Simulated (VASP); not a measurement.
Band structure of SiRu$_{2}$ (space group P6_3/mmc). Computed with PBE GGA, VASP's PBE PAW potentials (set 64) (plane waves; VASP).

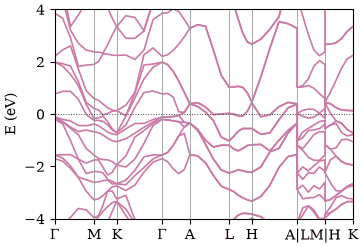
Figure. Bands along high-symmetry lines, zero at the valence-band maximum or, without a gap, the Fermi level

Problem. Read the plot: is there a gap, and where are the band edges?

Solution. It has no gap at this level: it comes out as a metal or semimetal.

The structure was generated: SiRu2 was put into an ordered model structure, which need not be its known phase. The cell was not relaxed at this level. The k-mesh is coarse (spacing up to 0.36 per Å, 2π included), so the numbers may not be converged in it.
